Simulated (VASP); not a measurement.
Band structure of Ir (fcc). Computed with revTPSS meta-GGA, VASP's PBE PAW potentials (set 64) (plane waves; VASP).

Unless said otherwise, spin-orbit coupling is left out, though it shifts the bands of the heavy elements here.

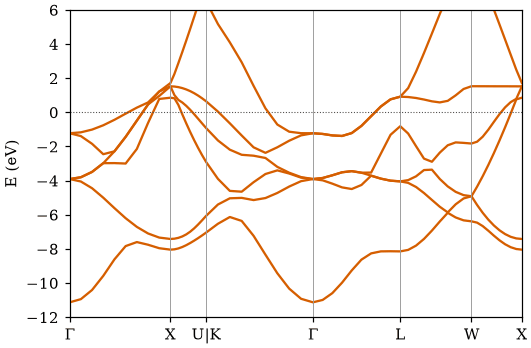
Figure: Bands along high-symmetry lines, zero at the valence-band maximum or, without a gap, the Fermi level

**Question.** Read the plot: is there a gap, and where are the band edges?

**Answer.** It has no gap at this level: it comes out as a metal or semimetal.

The compound is Ir in the fcc structure. It was relaxed first.
